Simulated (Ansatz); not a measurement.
## Electronic structure of H6O2Si2 (SMILES O[SiH](O)[SiH3]) in real space

```xyz
10

O     0.3439    1.2060   -2.9774
O    -0.3859    1.1861   -0.2898
Si    0.6167    0.5518   -1.4659
Si    0.3256   -1.7581   -1.7593
H     0.5264    2.1535   -3.0686
H     1.9691    0.9083   -0.9600
H    -1.3298    0.9949   -0.3889
H    -1.0793   -2.0717   -2.1494
H     1.2380   -2.2926   -2.8075
H     0.6103   -2.4732   -0.4831
```

Geometry: B3LYP/6-31G*.

Computed with isolated molecule in a Gaussian basis; Kohn-Sham density functional theory, functional PBE0 in Ansatz.

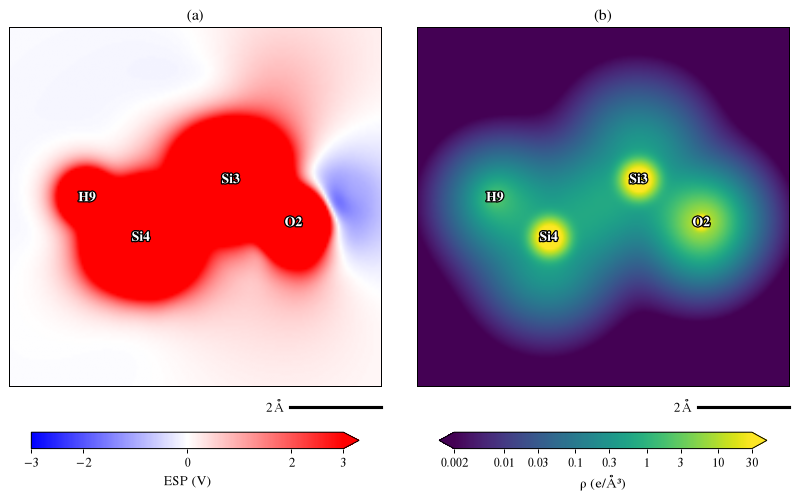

Figure 1. (a) molecular electrostatic potential; (b) total electron density on the plane of atoms Si3, Si4 and H9.

Question: Read the bonding off the picture.

Answer:
- The plane passes through O, Si and H nuclei.
- Si–O (1.67 Å): ρ at the midpoint is about 1.1 e/Å³.
- Si–Si (2.35 Å): ρ at the midpoint is about 0.66 e/Å³.
- Si–H (1.49 Å): the density is about 0.79 e/Å³ at the midpoint.
- Outside the dense part of the molecule the potential is most negative (−1.6 V) near O2.

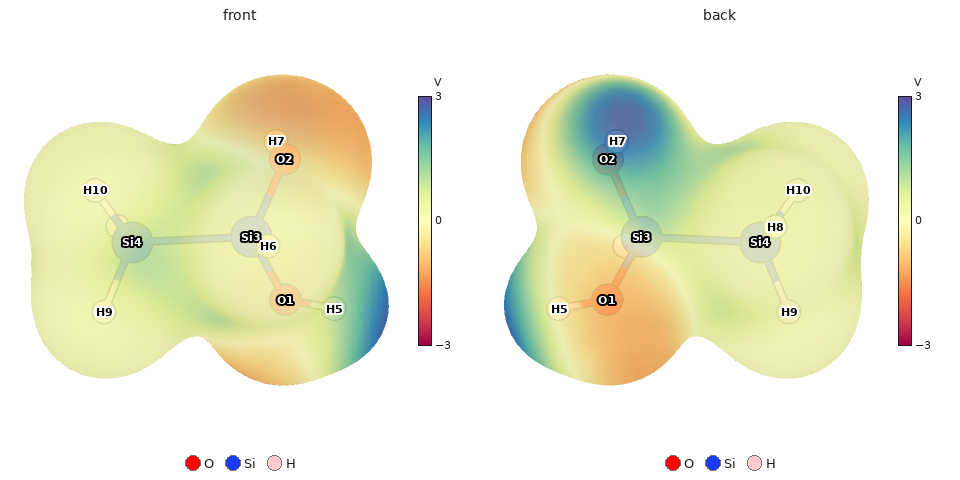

Figure 2. The electrostatic potential painted on the density surface at 0.002 e/bohr³, seen from the front and from behind; red is negative and blue positive.

Question: Which sites attract a positive test charge, and which a negative one?

Answer: A positive charge is drawn to the negative regions and a negative charge to the positive ones. The most negative region (about −1.3 V) lies over O2, the most positive (about +2.7 V) over H5 and H7. O2 is the likeliest acceptor of a hydrogen bond.

Question: What dipole moment does the calculation give?

Answer: Its dipole moment is 0.94 D.

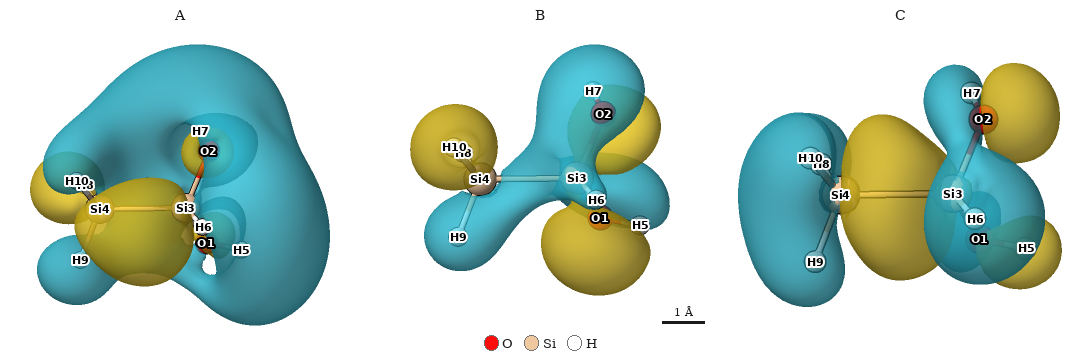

Figure 3. Three frontier orbitals at ±0.04 Å⁻³ᐟ² (yellow and cyan are the two phases), in no order.

Question: Which picture is the HOMO−1, the HOMO and the LUMO?

Answer: B is the HOMO−1 (−9.33 eV). It lies mainly on O1 (about 45 %) and O2 (about 30 %); largely a combination of lone pairs on O1 and O2. C is the HOMO (−8.03 eV). It lies mainly on Si4 (about 30 %), Si3 (about 30 %), O2 (about 15 %) and H6 (about 10 %). A is the LUMO (−0.51 eV). Its weight (Hirshfeld) is mainly on Si3 (about 30 %), Si4 (about 20 %), H7 (about 15 %), H5 (about 15 %) and O2 (about 5 %).

Question: What is the HOMO–LUMO gap?

Answer: 7.52 eV between the orbital energies.
